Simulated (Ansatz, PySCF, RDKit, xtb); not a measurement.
# Which structure has the formula GeHOF?, part 2 of 2

Given the formula GeHOF and nothing else, which arrangement of the atoms is the most stable in the gas at 298.15 K, and what are its properties?

xtb, Ansatz and PySCF; isolated molecules. The steps go on from the part before.

## (13) Frequencies after a tight-binding relaxation (GFN2-xTB)

Contents of start.xyz:

```xyz
4
c089
F      0.706481    -0.043692     1.868077
Ge    -0.258007    -0.537550     0.469949
O      0.597779     0.470146    -0.718450
H      1.315749     0.987845    -0.317797
```

Started as:

```sh
$ xtb start.xyz --gfn 2 --ohess tight
```

Standard output, shortened:

```text
* xtb version 6.7.1
[...]
          :  # basis functions                  19          :
[...]
          :  # electrons                        18          :
[...]
          :  Hamiltonian                  GFN2-xTB          :
[...]
          :  net charge                          0          :
          :  unpaired electrons                  0          :
[...]
   *** convergence criteria satisfied after 13 iterations ***
[...]
   *** GEOMETRY OPTIMIZATION CONVERGED AFTER 10 ITERATIONS ***
[...]
   *** convergence criteria satisfied after 3 iterations ***
[...]
         ::                     SUMMARY                     ::
         :::::::::::::::::::::::::::::::::::::::::::::::::::::
         :: total energy             -11.363767514564 Eh    ::
         :: gradient norm              0.000121635695 Eh/a0 ::
         :: HOMO-LUMO gap              5.265307914255 eV    ::
         ::.................................................::
         :: SCC energy               -11.386609444723 Eh    ::
         :: -> isotropic ES            0.016741682047 Eh    ::
         :: -> anisotropic ES          0.001010901973 Eh    ::
         :: -> anisotropic XC         -0.000703978355 Eh    ::
         :: -> dispersion             -0.001310675409 Eh    ::
         :: repulsion energy           0.022841930159 Eh    ::
         :: add. restraining           0.000000000000 Eh    ::
         :: total charge              -0.000000000000 e     ::
         :::::::::::::::::::::::::::::::::::::::::::::::::::::
[...]
         9        2.0000           -0.4462657             -12.1435 (HOMO)
        10                         -0.2527692              -6.8782 (LUMO)
[...]
     #   Z          covCN         q      C6AA      α(0)
     1   9 F        0.707    -0.338    12.775     4.220
     2  32 Ge       1.488     0.482   249.282    33.172
     3   8 O        1.587    -0.477    22.452     6.394
     4   1 H        0.806     0.333     0.628     1.245
[...]
molecular dipole:
                 x           y           z       tot (Debye)
 q only:       -0.388      -0.206      -0.532
   full:       -0.474      -0.259      -0.619       2.087
molecular quadrupole (traceless):
[...]
          | TOTAL ENERGY              -11.363767514564 Eh   |
          | TOTAL ENTHALPY            -11.345389926268 Eh   |
          | TOTAL FREE ENERGY         -11.378157766478 Eh   |
          | GRADIENT NORM               0.000121639662 Eh/α |
[...]
```

It took 0.22 s on 1 thread of Intel Xeon at 2.50GHz (Skylake/Cascade Lake), shared host.

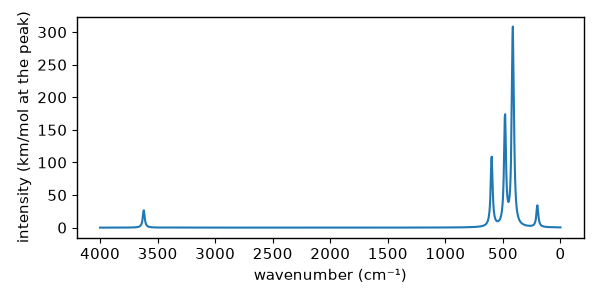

Harmonic infrared spectrum, unscaled, lines broadened by 10 cm⁻¹.

## (14) Electronic excitations (TD-B3LYP/def2-SVPD)

An in-house driver calls PySCF's response routines at TD-B3LYP/def2-SVPD; it has no typed input.

Standard output:

```text
coarse grid: 20368 points
cycle   1  E = -2252.2216857260  dE = -4.410e-01  |g| = 1.009e+00  |ddm| = 2.145e+00
cycle   2  E = -2251.3332349813  dE =  8.885e-01  |g| = 2.287e+00  |ddm| = 2.475e+00
cycle   3  E = -2252.3936089627  dE = -1.060e+00  |g| = 2.518e-01  |ddm| = 1.785e+00
cycle   4  E = -2252.4021358468  dE = -8.527e-03  |g| = 1.674e-01  |ddm| = 3.227e-01
cycle   5  E = -2252.4068315386  dE = -4.696e-03  |g| = 3.502e-02  |ddm| = 1.278e-01
cycle   6  E = -2252.4070259311  dE = -1.944e-04  |g| = 7.379e-03  |ddm| = 2.557e-02
cycle   7  E = -2252.4070360434  dE = -1.011e-05  |g| = 1.452e-03  |ddm| = 9.250e-03
cycle   8  E = -2252.4070364454  dE = -4.020e-07  |g| = 1.548e-04  |ddm| = 1.548e-03
final grid: 41224 points
cycle   9  E = -2252.4069587380  dE = -4.066e-08  |g| = 3.525e-04  |ddm| = 8.222e-04
cycle  10  E = -2252.4069586529  dE =  8.515e-08  |g| = 7.573e-04  |ddm| = 8.196e-04
cycle  11  E = -2252.4069587628  dE = -1.099e-07  |g| = 2.298e-05  |ddm| = 5.402e-04
cycle  12  E = -2252.4069587629  dE = -1.014e-10  |g| = 8.924e-06  |ddm| = 3.062e-05
converged SCF energy = -2252.4069587629

Static polarisability (au): isotropic 35.032, principal 30.305 35.323 39.470

Singlet excitations
state   eV       nm        f      main configurations
  1   5.2456    236.4   0.07049   H->L 0.92
  2   6.4395    192.5   0.01772   H-1->L 0.91
  3   6.5580    189.1   0.04395   H-2->L 0.93
  4   7.5529    164.2   0.17882   H->L+1 0.74, H->L+2 0.10, H-3->L 0.09
  5   7.7223    160.6   0.00155   H-4->L 0.99
  6   7.7979    159.0   0.22494   H->L+2 0.74, H->L+1 0.12
  7   8.1196    152.7   0.01455   H-1->L+1 0.99
  8   8.1497    152.1   0.05674   H-3->L 0.74, H->L+2 0.11

Triplet excitations (Tamm-Dancoff, eV): 3.7457 5.2789 6.0631
```

Run time: 13 s. Hardware: 1 thread of Intel Xeon at 2.50GHz (Skylake/Cascade Lake), shared host.

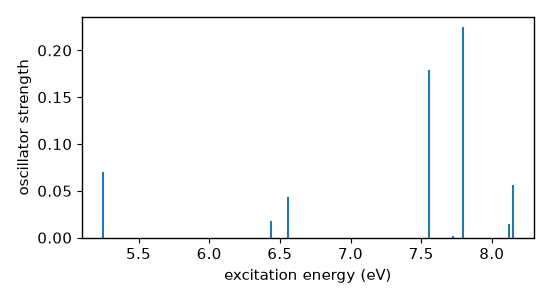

Vertical excitations as sticks.

The roots found:

| excited state | energy (eV) | strength |
| --- | --- | --- |
| 1 | 5.246 | 0.0705 |
| 2 | 6.439 | 0.0177 |
| 3 | 6.558 | 0.0440 |
| 4 | 7.553 | 0.1788 |
| 5 | 7.722 | 0.0015 |
| 6 | 7.798 | 0.2249 |
| 7 | 8.120 | 0.0146 |
| 8 | 8.150 | 0.0567 |

## (15) NMR shieldings (GIAO PBE0/pcSseg-1)

An in-house driver calls PySCF's response routines at GIAO PBE0/pcSseg-1; it has no typed input.

Standard output:

```text
coarse grid: 20368 points
cycle   1  E = -2251.8684972712  dE = -5.205e-01  |g| = 1.250e+00  |ddm| = 1.839e+00
cycle   2  E = -2251.2307071200  dE =  6.378e-01  |g| = 2.179e+00  |ddm| = 1.781e+00
cycle   3  E = -2252.0470949315  dE = -8.164e-01  |g| = 3.200e-01  |ddm| = 1.342e+00
cycle   4  E = -2252.0640718599  dE = -1.698e-02  |g| = 1.481e-01  |ddm| = 2.500e-01
cycle   5  E = -2252.0670208900  dE = -2.949e-03  |g| = 4.826e-02  |ddm| = 9.255e-02
cycle   6  E = -2252.0673583259  dE = -3.374e-04  |g| = 9.534e-03  |ddm| = 2.654e-02
cycle   7  E = -2252.0673716325  dE = -1.331e-05  |g| = 1.183e-03  |ddm| = 7.632e-03
cycle   8  E = -2252.0673719117  dE = -2.792e-07  |g| = 1.995e-04  |ddm| = 1.008e-03
final grid: 41224 points
cycle   9  E = -2252.0673135389  dE = -2.521e-08  |g| = 3.406e-04  |ddm| = 5.082e-04
cycle  10  E = -2252.0673134878  dE =  5.109e-08  |g| = 6.391e-04  |ddm| = 5.373e-04
cycle  11  E = -2252.0673135592  dE = -7.140e-08  |g| = 3.402e-05  |ddm| = 3.428e-04
cycle  12  E = -2252.0673135593  dE = -1.219e-10  |g| = 9.142e-06  |ddm| = 1.996e-05
converged SCF energy = -2252.0673135593

GIAO shielding tensors (ppm)
atom      isotropic    diamagn.    paramagn.     s11        s22        s33       span
  0 F      124.288     479.888    -355.600   -154.590    221.167    306.288    460.878
  1 Ge    1226.740    2754.365   -1527.625    718.882   1265.037   1696.301    977.419
  2 O       87.549     394.925    -307.376   -207.282    186.834    283.094    490.375
  3 H       24.964      31.243      -6.278     17.809     22.207     34.877     17.068
```

It took 9.9 s on 1 thread of Intel Xeon at 2.50GHz (Skylake/Cascade Lake), shared host.

Isotropic shieldings, averaged over atoms that the bond graph makes equivalent (absolute, not shifts):

| atoms | shielding (ppm) |
| --- | --- |
| F1 | 124.3 |
| Ge2 | 1226.7 |
| O3 | 87.5 |
| H4 | 24.96 |

## (16) The cation at the same geometry (PBE0/def2-TZVPD)

Contents of input.yaml:

```yaml
crystal:
  periodic: [false, false, false]
  atoms:
    - {symbol: F, position_ang: [0.706481, -0.043692, 1.868077]}
    - {symbol: Ge, position_ang: [-0.258007, -0.537550, 0.469949]}
    - {symbol: O, position_ang: [0.597779, 0.470146, -0.718450]}
    - {symbol: H, position_ang: [1.315749, 0.987845, -0.317797]}
basis:
  gaussian:
    orbitals: def2-TZVPD
total_charge: 1
magnetization:
  spin_polarized: true
  initial_magnetization: 1
hamiltonian:
  xc: {name: PBE0}
```

Started as:

```sh
$ ansatz run input.yaml --threads 1 --pin off --max-ram 2610MiB --events-out events.jsonl --progress --plain --runs-dir runs
```

Standard output:

```text
Warning: RAYON_NUM_THREADS=1 ignored (pool sized by the plan → 1); use --threads N
[... 2 set-up lines as earlier in the session ...]
  parameter a = 0.25
  parameter kappa = 0.804
  parameter beta = 0.06672455060314922
  exchange = (1 - a)*pbe_x(kappa = kappa, mu = beta*pi^2/3) + a*exact_x
  correlation = pbe_c(beta = beta)
858 factors; their error is unknown
mean field evaluation 1: about -61257.6237 eV, gradient 8.2e1 eV
mean field evaluation 2: about -61120.0470 eV, gradient 1.8e2 eV
mean field evaluation 4: about -61276.7373 eV, gradient 2.7e1 eV
mean field evaluation 8: about -61279.3743 eV, gradient 2.2e-1 eV
mean field evaluation 16: about -61279.6180 eV, gradient 8.5e-4 eV
mean field -61279.61804934 eV, -2251.9844264962 hartree, gradient 1.0e-5 eV, S^2 0.757438; 2 other end points of the search recorded, 0 dependent functions left out
reference -61279.61808127 eV, -2251.9844276696 hartree; 25, 24 occupied and 118, 119 virtual orbitals, 858 factors
Total energy: -61279.61808127 eV, -2251.9844276696 hartree
```

Run time: 18 s. Hardware: 1 thread of Intel Xeon at 2.50GHz (Skylake/Cascade Lake), shared host.

Difference from the parent: 10.94 eV.

## (17) The anion at the same geometry (PBE0/def2-TZVPD)

input.yaml: that of step 16 with these lines changed.

```diff
@@ -10,3 +10,3 @@
     orbitals: def2-TZVPD
-total_charge: 1
+total_charge: -1
 magnetization:
@@ -15,2 +15,4 @@
 hamiltonian:
-  xc: {name: PBE0}
+  xc: pbe0
+scf:
+  lower_state_search: "off"
```

Started as:

```sh
$ ansatz run input.yaml --threads 1 --pin off --max-ram 2610MiB --events-out events.jsonl --progress --plain --runs-dir runs
```

Standard output, shortened:

```text
Warning: RAYON_NUM_THREADS=1 ignored (pool sized by the plan → 1); use --threads N
[... 2 set-up lines as earlier in the session ...]
[...]
858 factors; their error is unknown
[...]
mean field -61290.71375303 eV, -2252.3921860858 hartree, gradient 2.6e-6 eV, S^2 0.755910; 0 other end points of the search recorded, 0 dependent functions left out
reference -61290.71378288 eV, -2252.3921871830 hartree; 26, 25 occupied and 117, 118 virtual orbitals, 858 factors
Total energy: -61290.71378288 eV, -2252.3921871830 hartree
Checks for a lower state left out: stability, starts, cluster_reference, orbital_swaps, neighbouring_geometries, increment
```

Wall time 9 s (1 thread of Intel Xeon at 2.50GHz (Skylake/Cascade Lake), shared host).

Parent less the species with the added electron: 0.15 eV.

## (18) The triplet at the same geometry (PBE0/def2-TZVPD)

input.yaml: that of step 17 with these lines changed.

```diff
@@ -10,9 +10,6 @@
     orbitals: def2-TZVPD
-total_charge: -1
 magnetization:
   spin_polarized: true
-  initial_magnetization: 1
+  initial_magnetization: 2
 hamiltonian:
-  xc: pbe0
-scf:
-  lower_state_search: "off"
+  xc: {name: PBE0}
```

Started as:

```sh
$ ansatz run input.yaml --threads 1 --pin off --max-ram 2610MiB --events-out events.jsonl --progress --plain --runs-dir runs
```

Standard output, shortened:

```text
Warning: RAYON_NUM_THREADS=1 ignored (pool sized by the plan → 1); use --threads N
[... 7 set-up lines as earlier in the session ...]
858 factors; their error is unknown
mean field evaluation 1: about -61280.3059 eV, gradient 4.5e1 eV
mean field evaluation 2: about -61246.5243 eV, gradient 9.8e1 eV
mean field evaluation 4: about -61286.3470 eV, gradient 1.1e1 eV
mean field evaluation 8: about -61286.7083 eV, gradient 1.8e-1 eV
mean field evaluation 16: about -61286.9537 eV, gradient 1.7e-4 eV
mean field -61286.95367577 eV, -2252.2540057953 hartree, gradient 5.6e-5 eV, S^2 2.003362; 0 other end points of the search recorded, 0 dependent functions left out
reference -61286.95371113 eV, -2252.2540070949 hartree; 26, 24 occupied and 117, 119 virtual orbitals, 858 factors
Total energy: -61286.95371113 eV, -2252.2540070949 hartree
```

It took 12 s on 1 thread of Intel Xeon at 2.50GHz (Skylake/Cascade Lake), shared host.

It lies 3.61 eV above the singlet.

## (19) Stability of the closed-shell solution (PBE0/def2-SVP)

Contents of geometry.xyz:

```xyz
4
FGeHO
F      0.706481    -0.043692     1.868077
Ge    -0.258007    -0.537550     0.469949
O      0.597779     0.470146    -0.718450
H      1.315749     0.987845    -0.317797
```

Contents of job.py:

```python
# [OH][Ge][F]
from pyscf import gto, dft

mol = gto.Mole()
mol.atom = 'geometry.xyz'
mol.basis = 'def2-svp'
mol.max_memory = 1860
mol.verbose = 3
mol.build()

ks = dft.RKS(mol, xc='pbe0')
ks = ks.density_fit(auxbasis='def2-universal-jkfit')
ks.grids.level = 3
ks.max_cycle = 100
ks.kernel()
if not ks.converged:
    ks = ks.newton().run(ks.mo_coeff, ks.mo_occ)

energy = ks.e_tot
print('E = %.10f Eh' % energy)
mo_i, mo_e, stable_i, stable_e = ks.stability(internal=True, external=True, return_status=True)
print('stable: internal', stable_i, 'external', stable_e)
```

Started as:

```sh
$ OMP_NUM_THREADS=1 python job.py
```

Standard output:

```text
converged SCF energy = -2251.89612175037
E = -2251.8961217504 Eh
<class 'pyscf.df.df_jk.DFRKS'> wavefunction is stable in the internal stability analysis
<class 'pyscf.df.df_jk.DFRKS'> wavefunction is stable in the real -> complex stability analysis
<class 'pyscf.df.df_jk.DFRKS'> wavefunction is stable in the RHF/RKS -> UHF/UKS stability analysis
stable: internal True external True
```

Run time: 54 s. Hardware: 1 thread of Intel Xeon at 2.50GHz (Skylake/Cascade Lake), shared host.

## (20) Results

What follows sums up all 2 parts.

| quantity | value |
| --- | --- |
| lowest structure found | [OH][Ge][F], singlet, Cs |
| next finalist | [OH][Ge][F], singlet, 2.1 kcal/mol higher in G |
| share at equilibrium, among the finalists | 97.3 % |
| funnel | 9 starts, 6 minima at GFN2-xTB, 6 screening runs, 3 relaxed, 3 ranked |
| CPU time of all runs | 11 min |
| harmonic wavenumbers, lowest and highest (r2SCAN-D4/def2-SVP) | 247 and 3782 cm⁻¹ |
| rotational constants, same geometry | 0.468, 0.2723, 0.1721 cm⁻¹ |
| dipole moment (PBE0/def2-TZVPD) | 0.75 D |
| HOMO energy (PBE0/def2-TZVPD) | -8.46 eV |
| LUMO energy (PBE0/def2-TZVPD) | -2.15 eV |
| HOMO–LUMO gap (PBE0/def2-TZVPD) | 6.31 eV |
| lowest excitation (TD-B3LYP/def2-SVPD) | 5.25 eV (f = 0.070) |
| strongest of the states computed, same level | 7.80 eV (f = 0.225) |
| lowest triplet excitation, same level, Tamm-Dancoff | 3.75 eV |
| vertical ionisation energy | 10.94 eV |
| vertical electron affinity | 0.15 eV |
| vertical triplet less singlet | +3.61 eV |

What this shows: `[OH][Ge][F]` comes out lowest. The next finalist is drawn with the same bonds. GFN2-xTB, HF/STO-3G, r2SCAN-D4/def2-SVP, r2SCAN-D4/def2-SVP, relaxed, HF/def2-TZVPP and MP2/def2-TZVPP already put its bonding pattern lowest among the structures in one piece. The largest share of the time went into the vibrations (27 %). A large T1 diagnostic among the finalists warns that one reference determinant may not suffice. It concerns: the finalist [O]=[GeH][F] (singlet). Lowest found is not proven lowest: the search is finite, and each finalist counts with one conformer.
